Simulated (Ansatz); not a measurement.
Fields on a plane of RuB2 (space group Pmmn)

```xyz
6
Lattice="2.8495 0.0000 0.0000 0.0000 4.6257 0.0000 0.0000 0.0000 4.0236" Properties=species:S:1:pos:R:3 pbc="T T T"
B      0.0000     3.7184     1.4589
B      0.0000     0.9073     1.4589
B      1.4247     3.2201     2.5647
B      1.4247     1.4055     2.5647
Ru     0.0000     0.0000     3.4150
Ru     1.4247     2.3128     0.6086
```

The slice is a (0 -1 1) plane (indices of the conventional cell) through the point (0.000, 0.000, 0.849) (fractional), spanned by u = [100] and v = [011] in vectors of this cell: u (2.85 Å) and v (6.13 Å, at 90° to u). It covers one period; positions are fractions (u, v).

Atoms on it: Ru at (0.00, 0.00). Other atoms lie within 1 Å of the plane.

Computed with PBEsol (plane waves to 420 eV, PAW, scalar-relativistic; Ansatz, an electronic-structure program). k mesh 16×10×12. Inside the PAW spheres the values are not all-electron values, and peaks at nuclei hang on which shells count as valence. RuB2 is run without spin polarisation. RuB2 was relaxed with its symmetry unable to fall.

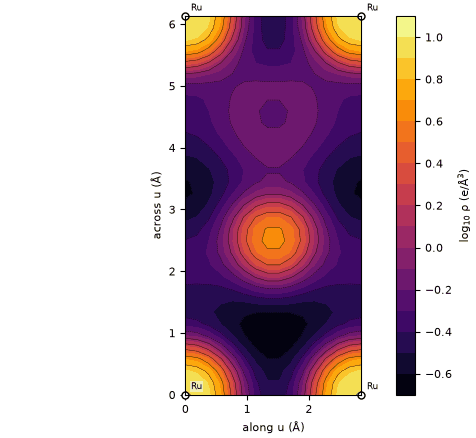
*Log₁₀ of the valence density in e/Å³, one period of the plane, atoms marked. The scale is logarithmic, as a density can span decades between atoms and voids.*

| v \ u | 0.00 | 0.13 | 0.27 | 0.40 | 0.53 | 0.67 | 0.80 | 0.93 |
|---|---|---|---|---|---|---|---|---|
| 0.88 | x | <6.0 | <6.0 | 8.3 | 8.5 | 7.3 | <6.0 | x |
| 0.75 | 9.8 | 9.4 | x | x | x | x | 7.6 | 9.8 |
| 0.62 | 9.8 | 10.4 | 9.4 | x | x | 7.4 | 10.6 | 10.0 |
| 0.50 | 13.3 | 11.5 | <6.0 | <6.0 | <6.0 | <6.0 | 8.8 | 12.9 |
| 0.38 | 10.0 | 8.2 | <6.0 | x | x | <6.0 | <6.0 | 9.6 |
| 0.25 | 11.6 | 12.0 | 11.6 | 10.1 | 9.5 | 10.9 | 12.0 | 11.8 |
| 0.12 | x | <6.0 | <6.0 | 12.6 | 13.7 | 10.1 | <6.0 | x |
| 0.00 | x | x | x | 7.8 | 11.0 | <6.0 | x | x |

Values: electrostatic potential energy of an electron, from the cell's mean, in eV. Points within 0.8 Å of a nucleus are blanked (x), as the pseudised field means little there. Values under 6 eV are set to 6. The zero, the cell's mean, hangs on the PAW cores.
